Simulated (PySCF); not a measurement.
# C$_{6}$H$_{8}$O (SMILES [CH2+][C](C=C=O)CC) (charge +1, doublet): what the fields show

```xyz
15

C    -0.8689    1.6725   -0.5901
C    -0.3380    0.4788   -0.1614
C    -1.1689   -0.5500    0.3609
C    -2.4930   -0.5059    0.5031
O    -3.6192   -0.5102    0.6412
C     1.1341    0.2716   -0.2514
C     1.6767   -1.0533    0.2413
H    -1.9248    1.8842   -0.5534
H    -0.2310    2.4484   -0.9826
H    -0.7058   -1.4766    0.6870
H     1.4290    0.4220   -1.2986
H     1.6222    1.0936    0.2890
H     1.2672   -1.8897   -0.3248
H     2.7563   -1.0716    0.1197
H     1.4597   -1.2057    1.2983
```

Geometry: GFN2-xTB.

Method: UKS B3LYP, pcH-1 on C H O, non-relativistic, mean-field spin-orbit, GIAO in PySCF.

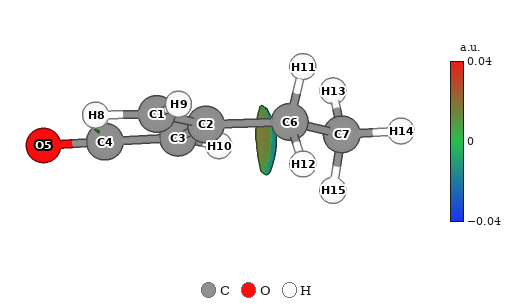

Figure 1. Non-covalent interaction (NCI) plot: the surface where the reduced density gradient is 0.5, for densities under 0.05 a.u., coloured by sign(λ₂)ρ; seen from one side.

> Which non-covalent interactions does the plot reveal?

Between H10 and C3 on one side and C7 on the other: a weak contact, attractive (blue-green) on one side and crowded (olive to red) on the other.

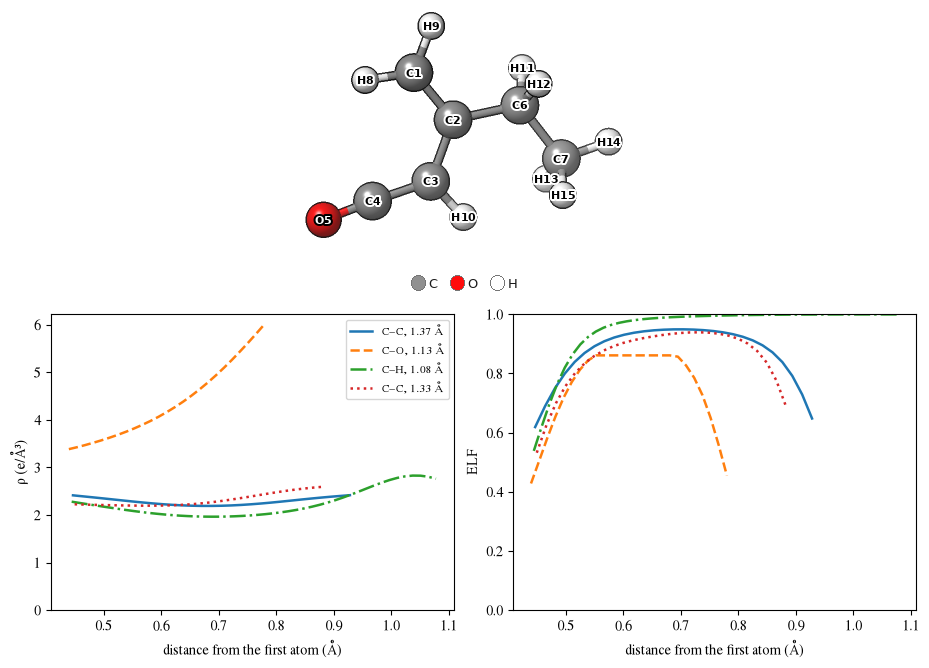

Figure 2. Electron density and electron localisation function along straight lines between neighbouring atoms. The curves leave out the atomic cores. The structure is drawn too.

> Compare the contacts.

C–C (1.37 Å): ρ at the midpoint is about 2.2 e/Å³; the ELF peaks at about 0.95 between the atoms, as expected for localised, covalent bonding.
C–O (1.13 Å): the density is about 3.9 e/Å³ at the midpoint; the ELF peaks at about 0.85 between the atoms; a short, multiple covalent bond.
C–H (1.08 Å): the density is about 2.1 e/Å³ at the midpoint; the ELF climbs to about 1 towards the hydrogen, as it does in any bond to H (a covalent bond by its length).
C–C (1.33 Å): ρ at the midpoint is about 2.2 e/Å³; the ELF peaks at about 0.95 between the atoms; a multiple bond.
